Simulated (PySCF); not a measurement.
# C₄H₁₀Si: electronic excitations at several levels of theory

How much do the electronic excitations of C₄H₁₀Si (`C=CC[SiH2]C`) depend on the level of theory, and what does each level cost?

Programs: PySCF 2.14.0, with density-fitted response routines of our own. Each step states its level of theory. These are calculated values for one molecule in the gas phase, unless marked as measured. Atoms are numbered from 0 throughout.

## (1) The molecule as given

15 atoms, charge 0, multiplicity 1; geometry from: PBE0-D3(BJ)/def2-SVP.

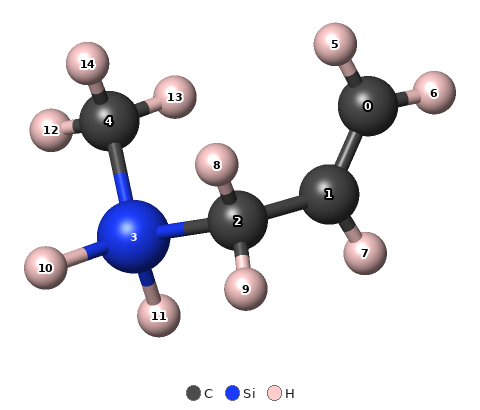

As it starts; carbon dark grey, silicon blue, hydrogen pink, atoms numbered.

## (2) Excited states and response: HF/def2-SVPD

Job settings and geometry (Å):

```
{"job": {"kind": "uv", "xc": "HF", "basis": "def2-SVPD", "ip": true}, "charge": 0, "multiplicity": 1}
C      2.116825    -0.464090    -1.087138
C      1.738148    -0.139739     0.152494
C      0.769792     0.933592     0.520273
Si    -0.933641     0.219714     0.964567
C     -1.671441    -0.691109    -0.500912
H      1.754484     0.088269    -1.960513
H      2.808907    -1.289470    -1.272297
H      2.134377    -0.731436     0.988284
H      0.631921     1.648264    -0.308856
H      1.127440     1.507632     1.392121
H     -1.832258     1.340653     1.391174
H     -0.778072    -0.711758     2.127991
H     -2.639557    -1.145989    -0.242239
H     -0.990030    -1.489169    -0.834082
H     -1.831075    -0.004685    -1.347179
```

With the program's defaults for keys left out, this is: TDDFT HF/def2-SVPD, vertical, gas phase, core orbitals frozen in the response.

Run with:

```
> OMP_NUM_THREADS=1 python probes_run.py task.json out
```

One launch serves the whole session: the jobs run in the order shown.

Standard output:

```text
final grid: 110480 points
cycle   1  E = -445.9595936526  dE =  4.411e-01  |g| = 3.645e-01  |ddm| = 4.284e+00
cycle   2  E = -446.0127978987  dE = -5.320e-02  |g| = 1.062e-01  |ddm| = 7.981e-01
cycle   3  E = -446.0172131797  dE = -4.415e-03  |g| = 4.722e-02  |ddm| = 3.590e-01
cycle   4  E = -446.0178948323  dE = -6.817e-04  |g| = 7.403e-03  |ddm| = 9.380e-02
cycle   5  E = -446.0179202633  dE = -2.543e-05  |g| = 1.962e-03  |ddm| = 2.710e-02
cycle   6  E = -446.0179229200  dE = -2.657e-06  |g| = 6.571e-04  |ddm| = 8.442e-03
cycle   7  E = -446.0179231786  dE = -2.585e-07  |g| = 1.680e-04  |ddm| = 2.613e-03
cycle   8  E = -446.0179232011  dE = -2.251e-08  |g| = 5.618e-05  |ddm| = 7.339e-04
cycle   9  E = -446.0179232032  dE = -2.124e-09  |g| = 2.070e-05  |ddm| = 2.267e-04
cycle  10  E = -446.0179232036  dE = -3.596e-10  |g| = 5.796e-06  |ddm| = 1.008e-04
converged SCF energy = -446.0179232036

Static polarisability (au): isotropic 74.370, principal 64.046 70.657 88.407

Singlet excitations
state   eV       nm        f      main configurations
  1   7.0708    175.3   0.45296   H->L+5 0.32, H->L+4 0.22, H->L+3 0.11
  2   7.4471    166.5   0.02611   H->L 0.34, H->L+2 0.34, H->L+3 0.18
  3   8.0566    153.9   0.00285   H->L+1 0.37, H->L+3 0.32, H->L+5 0.10
  4   8.4121    147.4   0.06385   H->L+4 0.36, H->L+3 0.22, H->L+1 0.17
  5   8.7670    141.4   0.01837   H->L+2 0.33, H->L 0.17, H->L+5 0.16
  6   9.1424    135.6   0.03068   H->L+5 0.19, H->L 0.17, H->L+4 0.09
  7   9.2156    134.5   0.05433   H->L+6 0.13, H-4->L+5 0.10
  8   9.3494    132.6   0.00727   H->L+6 0.26, H->L+7 0.17, H-4->L+5 0.08
  9   9.6536    128.4   0.06001   H->L+7 0.36, H->L+6 0.13, H->L+12 0.09
 10   9.7625    127.0   0.16123   H-1->L 0.35, H-1->L+1 0.23, H-1->L+2 0.13

Triplet excitations (Tamm-Dancoff, eV): 3.6158 7.1843 7.9001 8.1469
Vertical ionisation energy (delta-SCF) = 8.0416 eV
```

Run time: 19 s. Hardware: 1 thread of Arm Neoverse V1, shared host; peak memory 0.71 GiB.

The orbitals next to the gap, with their largest atomic shares:

| orbital | eV | atoms |
| --- | --- | --- |
| HOMO−3 | -12.68 | C2 30 %, Si3 17 %, C1 16 % |
| HOMO−2 | -12.42 | Si3 35 %, H11 25 %, H10 19 % |
| HOMO−1 | -12.17 | C4 39 %, Si3 27 %, H10 7 % |
| HOMO | -9.47 | C0 35 %, C1 30 %, C2 13 % |
| LUMO | 2.62 | Si3 39 %, C4 9 %, C0 8 % |
| LUMO+1 | 3.00 | C4 17 %, Si3 13 %, C0 10 % |
| LUMO+2 | 3.21 | C0 19 %, Si3 14 %, C2 9 % |

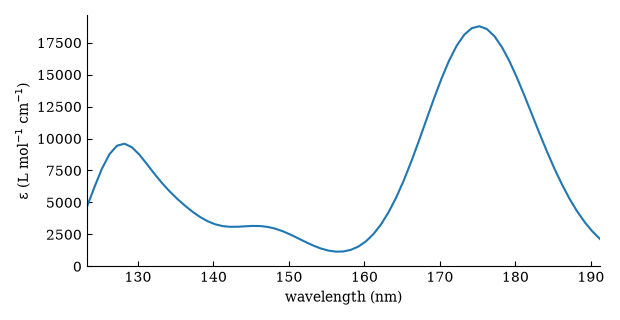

Absorption spectrum: each of the 10 states is a Gaussian band of 0.4 eV half-width at 1/e. Beyond the last state computed it falls off for lack of states.

Ground-state properties from the same run:

| property | computed |
| --- | --- |
| dipole moment (D) | 0.33 |
| polarisability (Å³) | 11.02 |
| HOMO–LUMO gap (eV) | 12.09 |
| −ε(HOMO) (eV) | 9.47 |

## (3) Excited states and response: LDA/def2-SVPD

Same as in step 2 but for these lines:

```diff
@@ -1,2 +1,2 @@
-{"job": {"kind": "uv", "xc": "HF", "basis": "def2-SVPD", "ip": true}, "charge": 0, "multiplicity": 1}
+{"job": {"kind": "uv", "xc": "LDA", "basis": "def2-SVPD", "ip": true}, "charge": 0, "multiplicity": 1}
 C      2.116825    -0.464090    -1.087138
```

Method: TDDFT LDA/def2-SVPD, vertical, gas phase, core orbitals frozen in the response.

Standard output:

```text
coarse grid: 12168 points
cycle   1  E = -444.8582754515  dE =  4.595e-02  |g| = 6.350e-01  |ddm| = 5.260e+00
cycle   2  E = -444.6691584330  dE =  1.891e-01  |g| = 1.023e+00  |ddm| = 2.002e+00
cycle   3  E = -444.9699693498  dE = -3.008e-01  |g| = 6.967e-02  |ddm| = 1.359e+00
cycle   4  E = -444.9714681632  dE = -1.499e-03  |g| = 3.254e-02  |ddm| = 2.321e-01
cycle   5  E = -444.9716077896  dE = -1.396e-04  |g| = 2.368e-02  |ddm| = 6.121e-02
cycle   6  E = -444.9717710754  dE = -1.633e-04  |g| = 2.678e-03  |ddm| = 3.562e-02
cycle   7  E = -444.9717733269  dE = -2.251e-06  |g| = 5.093e-04  |ddm| = 7.344e-03
final grid: 110480 points
cycle   8  E = -445.0522768289  dE = -3.541e-05  |g| = 3.695e-03  |ddm| = 1.288e-01
cycle   9  E = -445.0522702986  dE =  6.530e-06  |g| = 6.141e-03  |ddm| = 1.219e-02
cycle  10  E = -445.0522803822  dE = -1.008e-05  |g| = 5.720e-04  |ddm| = 7.436e-03
cycle  11  E = -445.0522804281  dE = -4.593e-08  |g| = 3.931e-04  |ddm| = 1.050e-03
cycle  12  E = -445.0522804709  dE = -4.277e-08  |g| = 7.251e-05  |ddm| = 6.288e-04
cycle  13  E = -445.0522804726  dE = -1.763e-09  |g| = 1.096e-05  |ddm| = 1.636e-04
cycle  14  E = -445.0522804727  dE = -3.195e-11  |g| = 5.472e-06  |ddm| = 3.060e-05
converged SCF energy = -445.0522804727

Static polarisability (au): isotropic 83.040, principal 70.751 79.419 98.949

Singlet excitations
state   eV       nm        f      main configurations
  1   6.0850    203.8   0.08505   H->L+1 0.69, H->L 0.24
  2   6.1937    200.2   0.07256   H->L+2 0.36, H->L 0.29, H->L+1 0.28
  3   6.3426    195.5   0.14024   H->L+2 0.57, H->L 0.29
  4   6.6434    186.6   0.00024   H-1->L 0.87, H-2->L 0.12
  5   6.7344    184.1   0.04197   H-2->L 0.82, H-1->L 0.12
  6   6.8378    181.3   0.01997   H->L+3 0.92
  7   6.9151    179.3   0.04878   H->L+4 0.95
  8   7.0585    175.7   0.01291   H->L+5 0.99
  9   7.4147    167.2   0.00871   H-3->L 0.65, H->L+6 0.15, H-4->L 0.11
 10   7.5208    164.9   0.00811   H->L+6 0.69, H-4->L 0.26

Triplet excitations (Tamm-Dancoff, eV): 4.4598 6.0381 6.1608 6.5493
Vertical ionisation energy (delta-SCF) = 9.1801 eV
```

Wall time 39 s (1 thread of Arm Neoverse V1, shared host); peak memory 0.52 GiB.

This run: HOMO -6.17 eV, LUMO -1.10 eV; lowest singlet 6.08 eV.

## (4) TDDFT and polarisability: PBE/def2-SVPD

Same as in step 3 but for these lines:

```diff
@@ -1,2 +1,2 @@
-{"job": {"kind": "uv", "xc": "LDA", "basis": "def2-SVPD", "ip": true}, "charge": 0, "multiplicity": 1}
+{"job": {"kind": "uv", "xc": "PBE", "basis": "def2-SVPD", "ip": true}, "charge": 0, "multiplicity": 1}
 C      2.116825    -0.464090    -1.087138
```

Level: TDDFT PBE/def2-SVPD, vertical, gas phase, core orbitals frozen in the response.

Standard output:

```text
coarse grid: 12168 points
cycle   1  E = -447.1594176591  dE =  4.273e-02  |g| = 6.041e-01  |ddm| = 5.169e+00
cycle   2  E = -447.0052598959  dE =  1.542e-01  |g| = 9.414e-01  |ddm| = 1.923e+00
cycle   3  E = -447.2616313575  dE = -2.564e-01  |g| = 6.471e-02  |ddm| = 1.275e+00
cycle   4  E = -447.2630712106  dE = -1.440e-03  |g| = 2.156e-02  |ddm| = 2.173e-01
cycle   5  E = -447.2631446493  dE = -7.344e-05  |g| = 1.562e-02  |ddm| = 4.763e-02
cycle   6  E = -447.2632111975  dE = -6.655e-05  |g| = 3.371e-03  |ddm| = 2.273e-02
cycle   7  E = -447.2632146485  dE = -3.451e-06  |g| = 5.137e-04  |ddm| = 7.525e-03
final grid: 110480 points
cycle   8  E = -447.3432749100  dE = -1.805e-05  |g| = 1.207e-02  |ddm| = 1.446e-01
cycle   9  E = -447.3432075811  dE =  6.733e-05  |g| = 1.964e-02  |ddm| = 3.742e-02
cycle  10  E = -447.3433137861  dE = -1.062e-04  |g| = 1.988e-03  |ddm| = 2.446e-02
cycle  11  E = -447.3433148145  dE = -1.028e-06  |g| = 5.311e-04  |ddm| = 2.933e-03
cycle  12  E = -447.3433149012  dE = -8.673e-08  |g| = 6.578e-05  |ddm| = 9.869e-04
cycle  13  E = -447.3433149024  dE = -1.252e-09  |g| = 2.459e-05  |ddm| = 1.836e-04
cycle  14  E = -447.3433149026  dE = -1.612e-10  |g| = 7.857e-06  |ddm| = 5.046e-05
converged SCF energy = -447.3433149026

Static polarisability (au): isotropic 81.420, principal 69.352 77.793 97.114

Singlet excitations
state   eV       nm        f      main configurations
  1   6.0507    204.9   0.05347   H->L+1 0.82, H->L 0.13
  2   6.1844    200.5   0.06115   H->L+2 0.56, H->L 0.25, H->L+1 0.14
  3   6.3800    194.3   0.19391   H->L 0.44, H->L+2 0.40
  4   6.7495    183.7   0.00682   H->L+3 0.97
  5   6.7986    182.4   0.00345   H-1->L 0.93
  6   6.8948    179.8   0.02811   H->L+4 0.90, H-2->L 0.08
  7   6.9492    178.4   0.06534   H-2->L 0.84, H->L+4 0.09
  8   7.0101    176.9   0.00499   H->L+5 0.98
  9   7.4425    166.6   0.00939   H->L+6 0.91
 10   7.5304    164.6   0.00616   H-3->L 0.53, H->L+7 0.33

Triplet excitations (Tamm-Dancoff, eV): 4.2504 5.9837 6.1316 6.6358
Vertical ionisation energy (delta-SCF) = 8.9746 eV
```

Run time: 58 s. Hardware: 1 thread of Arm Neoverse V1, shared host; peak memory 0.63 GiB.

In short: HOMO -6.01 eV, LUMO -0.88 eV; lowest singlet 6.05 eV.

## (5) Ultraviolet spectrum: B3LYP/def2-SVPD

Same as in step 4 but for these lines:

```diff
@@ -1,2 +1,2 @@
-{"job": {"kind": "uv", "xc": "PBE", "basis": "def2-SVPD", "ip": true}, "charge": 0, "multiplicity": 1}
+{"job": {"kind": "uv", "xc": "B3LYP", "basis": "def2-SVPD", "ip": true}, "charge": 0, "multiplicity": 1}
 C      2.116825    -0.464090    -1.087138
```

Level: TDDFT B3LYP/def2-SVPD, vertical, gas phase, core orbitals frozen in the response.

Standard output:

```text
coarse grid: 12168 points
cycle   1  E = -447.6231669202  dE =  9.051e-02  |g| = 4.711e-01  |ddm| = 5.180e+00
cycle   2  E = -447.5944475835  dE =  2.872e-02  |g| = 5.657e-01  |ddm| = 1.304e+00
cycle   3  E = -447.6839817391  dE = -8.953e-02  |g| = 3.212e-02  |ddm| = 7.165e-01
cycle   4  E = -447.6843002527  dE = -3.185e-04  |g| = 1.136e-02  |ddm| = 1.027e-01
cycle   5  E = -447.6843366358  dE = -3.638e-05  |g| = 3.969e-03  |ddm| = 2.852e-02
cycle   6  E = -447.6843402685  dE = -3.633e-06  |g| = 1.587e-03  |ddm| = 6.489e-03
final grid: 110480 points
cycle   7  E = -447.7530604112  dE = -2.638e-05  |g| = 5.201e-03  |ddm| = 1.110e-01
cycle   8  E = -447.7530530545  dE =  7.357e-06  |g| = 7.389e-03  |ddm| = 1.509e-02
cycle   9  E = -447.7530675036  dE = -1.445e-05  |g| = 1.041e-03  |ddm| = 9.032e-03
cycle  10  E = -447.7530677997  dE = -2.961e-07  |g| = 1.234e-04  |ddm| = 1.460e-03
cycle  11  E = -447.7530678037  dE = -4.001e-09  |g| = 4.125e-05  |ddm| = 3.127e-04
cycle  12  E = -447.7530678042  dE = -5.448e-10  |g| = 8.366e-06  |ddm| = 9.531e-05
converged SCF energy = -447.7530678042

Static polarisability (au): isotropic 79.256, principal 67.857 75.713 94.197

Singlet excitations
state   eV       nm        f      main configurations
  1   6.4226    193.0   0.13916   H->L 0.46, H->L+1 0.37, H->L+2 0.14
  2   6.5941    188.0   0.14099   H->L+1 0.56, H->L 0.37
  3   6.7775    182.9   0.07944   H->L+2 0.81, H->L 0.09
  4   7.1415    173.6   0.00466   H->L+3 0.84, H->L+5 0.09
  5   7.2262    171.6   0.06085   H->L+4 0.83, H->L+5 0.12
  6   7.4629    166.1   0.02320   H->L+5 0.77, H->L+3 0.11, H->L+4 0.10
  7   7.7404    160.2   0.00703   H-1->L 0.93
  8   7.8458    158.0   0.01555   H-2->L 0.66, H-4->L 0.16, H-3->L 0.12
  9   7.8780    157.4   0.00716   H->L+6 0.94
 10   8.0958    153.1   0.03523   H-3->L 0.49, H-2->L 0.24, H-4->L 0.11

Triplet excitations (Tamm-Dancoff, eV): 4.2389 6.3758 6.6344 7.0178
Vertical ionisation energy (delta-SCF) = 9.0981 eV
```

Wall time 48 s (1 thread of Arm Neoverse V1, shared host); peak memory 0.79 GiB.

This run: HOMO -6.89 eV, LUMO -0.14 eV; lowest singlet 6.42 eV.

## (6) Ultraviolet spectrum: PBE0/def2-SVPD

Same as in step 5 but for these lines:

```diff
@@ -1,2 +1,2 @@
-{"job": {"kind": "uv", "xc": "B3LYP", "basis": "def2-SVPD", "ip": true}, "charge": 0, "multiplicity": 1}
+{"job": {"kind": "uv", "xc": "PBE0", "basis": "def2-SVPD", "ip": true}, "charge": 0, "multiplicity": 1}
 C      2.116825    -0.464090    -1.087138
```

With the program's defaults for keys left out, this is: TDDFT PBE0/def2-SVPD, vertical, gas phase, core orbitals frozen in the response.

Standard output:

```text
coarse grid: 12168 points
cycle   1  E = -447.2995585457  dE =  1.010e-01  |g| = 4.069e-01  |ddm| = 4.745e+00
cycle   2  E = -447.2893156979  dE =  1.024e-02  |g| = 4.494e-01  |ddm| = 1.103e+00
cycle   3  E = -447.3451176305  dE = -5.580e-02  |g| = 2.474e-02  |ddm| = 5.646e-01
cycle   4  E = -447.3453035393  dE = -1.859e-04  |g| = 8.803e-03  |ddm| = 8.113e-02
cycle   5  E = -447.3453276132  dE = -2.407e-05  |g| = 2.051e-03  |ddm| = 2.387e-02
cycle   6  E = -447.3453286255  dE = -1.012e-06  |g| = 9.187e-04  |ddm| = 4.638e-03
final grid: 110480 points
cycle   7  E = -447.4048018991  dE = -1.911e-05  |g| = 7.172e-03  |ddm| = 9.592e-02
cycle   8  E = -447.4047942591  dE =  7.640e-06  |g| = 8.929e-03  |ddm| = 2.070e-02
cycle   9  E = -447.4048158070  dE = -2.155e-05  |g| = 1.133e-03  |ddm| = 1.169e-02
cycle  10  E = -447.4048161411  dE = -3.340e-07  |g| = 1.496e-04  |ddm| = 1.545e-03
cycle  11  E = -447.4048161473  dE = -6.200e-09  |g| = 3.978e-05  |ddm| = 3.672e-04
cycle  12  E = -447.4048161477  dE = -4.903e-10  |g| = 9.173e-06  |ddm| = 1.081e-04
converged SCF energy = -447.4048161477

Static polarisability (au): isotropic 78.643, principal 67.284 75.150 93.496

Singlet excitations
state   eV       nm        f      main configurations
  1   6.6021    187.8   0.24674   H->L 0.74, H->L+1 0.13
  2   6.7792    182.9   0.08802   H->L+1 0.72, H->L 0.17
  3   7.0178    176.7   0.04230   H->L+2 0.84, H->L+1 0.09
  4   7.3991    167.6   0.00470   H->L+3 0.75, H->L+4 0.12, H->L+5 0.08
  5   7.4774    165.8   0.06074   H->L+4 0.64, H->L+5 0.29
  6   7.6956    161.1   0.03049   H->L+5 0.59, H->L+4 0.20, H->L+3 0.17
  7   7.9182    156.6   0.01073   H-1->L 0.54, H-3->L 0.16, H-4->L 0.13
  8   7.9743    155.5   0.00386   H-2->L 0.43, H-1->L 0.38, H-4->L 0.12
  9   8.1389    152.3   0.00742   H->L+6 0.94
 10   8.2673    150.0   0.05150   H-3->L 0.38, H-2->L 0.36, H-4->L 0.11

Triplet excitations (Tamm-Dancoff, eV): 4.1602 6.5862 6.8654 7.2481
Vertical ionisation energy (delta-SCF) = 9.0737 eV
```

Wall time 46 s (1 thread of Arm Neoverse V1, shared host); peak memory 0.79 GiB.

Key values: HOMO -7.09 eV, LUMO 0.09 eV; lowest singlet 6.60 eV.

## (7) TDDFT and polarisability: BHandHLYP/def2-SVPD

Same as in step 6 but for these lines:

```diff
@@ -1,2 +1,2 @@
-{"job": {"kind": "uv", "xc": "PBE0", "basis": "def2-SVPD", "ip": true}, "charge": 0, "multiplicity": 1}
+{"job": {"kind": "uv", "xc": "BHandHLYP", "basis": "def2-SVPD", "ip": true}, "charge": 0, "multiplicity": 1}
 C      2.116825    -0.464090    -1.087138
```

Method: TDDFT BHandHLYP/def2-SVPD, vertical, gas phase, core orbitals frozen in the response.

Standard output:

```text
coarse grid: 12168 points
cycle   1  E = -447.5424149030  dE =  1.979e-01  |g| = 3.194e-01  |ddm| = 4.720e+00
cycle   2  E = -447.5608697357  dE = -1.845e-02  |g| = 2.161e-01  |ddm| = 8.354e-01
cycle   3  E = -447.5733308220  dE = -1.246e-02  |g| = 3.613e-02  |ddm| = 3.250e-01
cycle   4  E = -447.5737271552  dE = -3.963e-04  |g| = 8.341e-03  |ddm| = 8.575e-02
cycle   5  E = -447.5737443022  dE = -1.715e-05  |g| = 3.035e-03  |ddm| = 1.721e-02
cycle   6  E = -447.5737468171  dE = -2.515e-06  |g| = 7.579e-04  |ddm| = 5.117e-03
final grid: 110480 points
cycle   7  E = -447.6187954273  dE = -1.325e-05  |g| = 2.547e-03  |ddm| = 6.613e-02
cycle   8  E = -447.6187957177  dE = -2.904e-07  |g| = 2.400e-03  |ddm| = 8.338e-03
cycle   9  E = -447.6187972566  dE = -1.539e-06  |g| = 2.606e-04  |ddm| = 3.215e-03
cycle  10  E = -447.6187972715  dE = -1.481e-08  |g| = 1.211e-04  |ddm| = 5.034e-04
cycle  11  E = -447.6187972755  dE = -4.017e-09  |g| = 1.216e-05  |ddm| = 2.206e-04
cycle  12  E = -447.6187972755  dE = -5.787e-11  |g| = 3.362e-06  |ddm| = 3.595e-05
converged SCF energy = -447.6187972755

Static polarisability (au): isotropic 76.691, principal 65.879 73.172 91.021

Singlet excitations
state   eV       nm        f      main configurations
  1   6.8196    181.8   0.32836   H->L 0.87
  2   7.0163    176.7   0.06586   H->L+1 0.61, H->L+2 0.26
  3   7.4306    166.9   0.01407   H->L+2 0.49, H->L+1 0.20, H->L+3 0.12
  4   7.7286    160.4   0.06944   H->L+4 0.77, H->L+2 0.13
  5   7.7698    159.6   0.00944   H->L+3 0.47, H->L+5 0.26, H->L+1 0.11
  6   8.2013    151.2   0.05306   H->L+5 0.56, H->L+3 0.25
  7   8.4333    147.0   0.00655   H-4->L 0.23, H-3->L 0.21, H->L+6 0.13
  8   8.5373    145.2   0.00408   H->L+6 0.69
  9   8.8619    139.9   0.01616   H->L+7 0.70
 10   8.8926    139.4   0.03544   H-1->L 0.54, H-1->L+1 0.12

Triplet excitations (Tamm-Dancoff, eV): 4.1042 6.8353 7.3098 7.5591
Vertical ionisation energy (delta-SCF) = 9.0090 eV
```

Run time: 49 s. Hardware: 1 thread of Arm Neoverse V1, shared host; peak memory 0.79 GiB.

This run: HOMO -8.04 eV, LUMO 1.04 eV; lowest singlet 6.82 eV.

## (8) TDDFT and polarisability: CAM-B3LYP/def2-SVPD

Same as in step 7 but for these lines:

```diff
@@ -1,2 +1,2 @@
-{"job": {"kind": "uv", "xc": "BHandHLYP", "basis": "def2-SVPD", "ip": true}, "charge": 0, "multiplicity": 1}
+{"job": {"kind": "uv", "xc": "CAM-B3LYP", "basis": "def2-SVPD", "ip": true}, "charge": 0, "multiplicity": 1}
 C      2.116825    -0.464090    -1.087138
```

Level: TDDFT CAM-B3LYP/def2-SVPD, vertical, gas phase, core orbitals frozen in the response.

Standard output:

```text
coarse grid: 12168 points
cycle   1  E = -447.5267494684  dE =  1.933e-01  |g| = 3.304e-01  |ddm| = 5.047e+00
cycle   2  E = -447.5396134564  dE = -1.286e-02  |g| = 2.629e-01  |ddm| = 8.094e-01
cycle   3  E = -447.5578064026  dE = -1.819e-02  |g| = 2.612e-02  |ddm| = 3.709e-01
cycle   4  E = -447.5580186547  dE = -2.123e-04  |g| = 1.003e-02  |ddm| = 7.662e-02
cycle   5  E = -447.5580431914  dE = -2.454e-05  |g| = 3.392e-03  |ddm| = 1.889e-02
cycle   6  E = -447.5580462898  dE = -3.098e-06  |g| = 8.406e-04  |ddm| = 5.943e-03
final grid: 110480 points
cycle   7  E = -447.6284435159  dE = -2.124e-05  |g| = 3.134e-03  |ddm| = 6.398e-02
cycle   8  E = -447.6284437541  dE = -2.381e-07  |g| = 3.083e-03  |ddm| = 1.000e-02
cycle   9  E = -447.6284462307  dE = -2.477e-06  |g| = 3.165e-04  |ddm| = 3.960e-03
cycle  10  E = -447.6284462510  dE = -2.039e-08  |g| = 1.568e-04  |ddm| = 6.014e-04
cycle  11  E = -447.6284462575  dE = -6.474e-09  |g| = 1.705e-05  |ddm| = 2.795e-04
cycle  12  E = -447.6284462576  dE = -1.038e-10  |g| = 4.920e-06  |ddm| = 4.580e-05
converged SCF energy = -447.6284462576

Static polarisability (au): isotropic 78.004, principal 67.136 74.556 92.321

Singlet excitations
state   eV       nm        f      main configurations
  1   6.7418    183.9   0.31932   H->L 0.90
  2   6.9512    178.4   0.04879   H->L+1 0.64, H->L+2 0.22
  3   7.3818    168.0   0.01231   H->L+2 0.52, H->L+1 0.16, H->L+3 0.12
  4   7.6656    161.7   0.07264   H->L+4 0.73, H->L+2 0.15
  5   7.7191    160.6   0.00572   H->L+3 0.43, H->L+5 0.28, H->L+1 0.12
  6   8.1229    152.6   0.00155   H-4->L 0.33, H-3->L 0.27, H-2->L 0.11
  7   8.1559    152.0   0.06393   H->L+5 0.49, H->L+3 0.27
  8   8.4551    146.6   0.00481   H->L+6 0.77
  9   8.5676    144.7   0.01176   H-1->L 0.62, H-2->L 0.09
 10   8.6615    143.1   0.05661   H-1->L+1 0.50, H-2->L 0.15, H-3->L 0.10

Triplet excitations (Tamm-Dancoff, eV): 4.2041 6.7762 7.2576 7.4859
Vertical ionisation energy (delta-SCF) = 9.1963 eV
```

Run time: 57 s. Hardware: 1 thread of Arm Neoverse V1, shared host; peak memory 0.94 GiB.

This run: HOMO -8.40 eV, LUMO 1.12 eV; lowest singlet 6.74 eV.

(Part 1 of 2 ends here.)
